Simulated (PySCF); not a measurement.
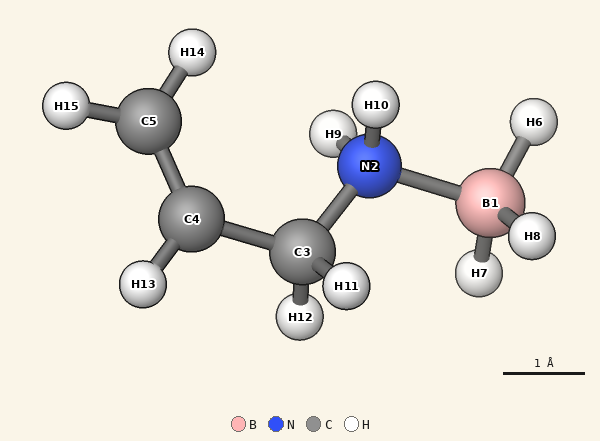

Figure 1. The input geometry of run A (ball-and-stick view, seen at a tilt; atoms are numbered from 1 in the order of the input). Bond lengths as drawn: B–H 1.23 Å, B–N 1.63 Å, C–C 1.33 to 1.49 Å, C–H 1.09 to 1.10 Å, C–N 1.46 Å and H–N 1.02 Å.

# What a change does: NMR shielding calculation on C3H10BN

System: C3H10BN.
Method of run A: GIAO PBE0/pcSseg-1 NMR shielding, non-relativistic, gas phase (PySCF 2.14.0).

The geometry comes from this level: PBE0-D3(BJ)/def2-SVP. Text and figures count atoms from 1; the logs count them from 0 in places.

### Input, run A
```
{"job": {"kind": "nmr", "xc": "PBE0", "basis": "pcSseg-1"}, "charge": 0, "multiplicity": 1}
B     -2.107823    -0.154574     0.009305
N     -0.533763     0.262400    -0.001158
C      0.380033    -0.813647    -0.385605
C      1.827751    -0.444952    -0.414674
C      2.354691     0.743880    -0.119086
H     -2.710767     0.855629     0.351375
H     -2.202916    -1.069639     0.820070
H     -2.364391    -0.502239    -1.138412
H     -0.288633     0.609925     0.928095
H     -0.420375     1.055376    -0.635892
H      0.050711    -1.181866    -1.370729
H      0.204996    -1.651425     0.308679
H      2.494515    -1.262078    -0.713786
H      1.750393     1.603921     0.186718
H      3.432884     0.910092    -0.171881
```

The first line tells a small driver script what to run in PySCF; the rest is the geometry in Å.

Command:
```bash
OMP_NUM_THREADS=1 python <driver script> task.json out
```

Hardware: 1 CPU thread, shared host.

### Output (run A)
```
coarse grid: 11608 points
cycle   1  E = -199.5541084298  dE =  2.990e-01  |g| = 3.936e-01  |ddm| = 3.142e+00
cycle   2  E = -199.5718279913  dE = -1.772e-02  |g| = 3.372e-01  |ddm| = 8.094e-01
cycle   3  E = -199.6052328232  dE = -3.340e-02  |g| = 5.794e-02  |ddm| = 3.410e-01
cycle   4  E = -199.6058012902  dE = -5.685e-04  |g| = 3.391e-02  |ddm| = 7.131e-02
cycle   5  E = -199.6061020642  dE = -3.008e-04  |g| = 5.190e-03  |ddm| = 2.939e-02
cycle   6  E = -199.6061076328  dE = -5.569e-06  |g| = 1.942e-03  |ddm| = 5.265e-03
final grid: 109544 points
cycle   7  E = -199.6329120164  dE = -4.467e-05  |g| = 6.823e-03  |ddm| = 2.911e-02
cycle   8  E = -199.6329111778  dE =  8.386e-07  |g| = 7.156e-03  |ddm| = 1.173e-02
cycle   9  E = -199.6329245518  dE = -1.337e-05  |g| = 8.699e-04  |ddm| = 6.125e-03
cycle  10  E = -199.6329247213  dE = -1.695e-07  |g| = 2.651e-04  |ddm| = 8.043e-04
cycle  11  E = -199.6329247378  dE = -1.641e-08  |g| = 8.511e-05  |ddm| = 2.457e-04
cycle  12  E = -199.6329247394  dE = -1.652e-09  |g| = 2.408e-05  |ddm| = 7.451e-05
cycle  13  E = -199.6329247395  dE = -1.136e-10  |g| = 4.633e-06  |ddm| = 1.726e-05
converged SCF energy = -199.6329247395

GIAO shielding tensors (ppm)
atom      isotropic    diamagn.    paramagn.     s11        s22        s33       span
  0 B      122.992     187.551     -64.559    107.979    109.641    151.357     43.378
  1 N      212.259     321.416    -109.157    196.557    209.520    230.699     34.142
  2 C      132.114     247.205    -115.091    113.385    121.365    161.592     48.207
  3 C       39.334     256.259    -216.925    -82.224     45.541    154.685    236.909
  4 C       66.722     256.074    -189.352    -47.850     74.159    173.855    221.705
  5 H       28.972      29.194      -0.222     26.030     27.313     33.572      7.542
  6 H       29.199      29.482      -0.282     26.531     27.403     33.663      7.132
  7 H       29.203      29.431      -0.228     26.527     27.410     33.672      7.145
  8 H       28.650      34.170      -5.520     21.675     26.834     37.442     15.767
  9 H       28.656      33.758      -5.102     21.672     26.873     37.422     15.750
 10 H       27.904      30.301      -2.396     23.442     27.994     32.277      8.834
 11 H       27.905      30.511      -2.606     23.487     27.939     32.290      8.802
 12 H       25.044      28.763      -3.719     23.240     24.721     27.170      3.931
 13 H       26.177      32.743      -6.566     23.023     24.893     30.616      7.593
 14 H       25.801      27.549      -1.747     23.642     24.611     29.150      5.508
```

Run B used a changed input.

### The two runs side by side

```tsv
quantity	run A	run B
outcome	converged	converged
total energy (hartree)	−199.632925	−199.734263
HOMO (eV)	−7.69	−7.71
LUMO (eV)	−0.44	−0.53
dipole moment (D)	5.57	5.37
shielding of B1 (ppm)	123.0	121.3
shielding of N2 (ppm)	212.3	211.5
shielding of C3 (ppm)	132.1	129.5
shielding of C4 (ppm)	39.3	34.0
shielding of C5 (ppm)	66.7	64.3
shielding of H9 (ppm)	28.7	28.3
shielding of H10 (ppm)	28.7	28.3
SCF iterations	13	13
basis functions	135	320
wall time (shared host)	11 s	41 s
```

What was changed in the input?

The change (lines with − go, lines with + come):
```diff
-"basis": "pcSseg-1"
+"basis": "pcSseg-2"
+"pop": false
```

The total energy of run B is 63.6 kcal/mol lower, which measures the change of basis and not a stability. The LUMO goes from −0.44 to −0.53 eV. The dipole moment goes from 5.57 to 5.37 D. Of all shieldings, the largest change is that of C4, by −5.3 ppm. The number of SCF iterations is the same. The basis functions go from 135 to 320.

### Output (run B)
```
coarse grid: 11608 points
cycle   1  E = -199.6721805570  dE =  2.802e-01  |g| = 4.185e-01  |ddm| = 2.359e+00
cycle   2  E = -199.6888439690  dE = -1.666e-02  |g| = 3.633e-01  |ddm| = 8.586e-01
cycle   3  E = -199.7276496385  dE = -3.881e-02  |g| = 5.683e-02  |ddm| = 3.594e-01
cycle   4  E = -199.7281281822  dE = -4.785e-04  |g| = 3.684e-02  |ddm| = 6.223e-02
cycle   5  E = -199.7284791202  dE = -3.509e-04  |g| = 5.868e-03  |ddm| = 2.766e-02
cycle   6  E = -199.7284867916  dE = -7.671e-06  |g| = 1.954e-03  |ddm| = 5.438e-03
final grid: 109544 points
cycle   7  E = -199.7342485687  dE = -1.275e-04  |g| = 7.542e-03  |ddm| = 7.576e-02
cycle   8  E = -199.7342466802  dE =  1.888e-06  |g| = 8.053e-03  |ddm| = 1.249e-02
cycle   9  E = -199.7342632215  dE = -1.654e-05  |g| = 9.120e-04  |ddm| = 5.948e-03
cycle  10  E = -199.7342633742  dE = -1.528e-07  |g| = 4.287e-04  |ddm| = 8.952e-04
cycle  11  E = -199.7342634166  dE = -4.233e-08  |g| = 1.264e-04  |ddm| = 3.271e-04
cycle  12  E = -199.7342634203  dE = -3.744e-09  |g| = 3.485e-05  |ddm| = 9.966e-05
cycle  13  E = -199.7342634206  dE = -2.520e-10  |g| = 6.155e-06  |ddm| = 2.021e-05
converged SCF energy = -199.7342634206

GIAO shielding tensors (ppm)
atom      isotropic    diamagn.    paramagn.     s11        s22        s33       span
  0 B      121.323     184.390     -63.067    106.353    108.731    148.884     42.531
  1 N      211.510     315.257    -103.747    195.223    208.187    231.121     35.898
  2 C      129.497     242.317    -112.820    109.890    117.813    160.787     50.898
  3 C       34.048     252.995    -218.948    -91.146     39.475    153.814    244.961
  4 C       64.323     254.175    -189.852    -51.954     71.164    173.758    225.712
  5 H       29.027      28.854       0.173     26.242     27.404     33.435      7.193
  6 H       29.277      29.226       0.050     26.924     27.427     33.479      6.555
  7 H       29.282      29.108       0.173     26.925     27.431     33.489      6.563
  8 H       28.269      33.644      -5.375     21.281     26.643     36.882     15.602
  9 H       28.273      33.197      -4.924     21.273     26.686     36.861     15.588
 10 H       27.748      30.331      -2.583     23.343     28.140     31.762      8.418
 11 H       27.751      30.630      -2.879     23.391     28.083     31.779      8.388
 12 H       24.780      28.912      -4.132     23.213     23.924     27.203      3.990
 13 H       26.080      33.220      -7.140     22.841     24.796     30.604      7.763
 14 H       25.801      28.330      -2.529     23.811     24.646     28.944      5.133
```
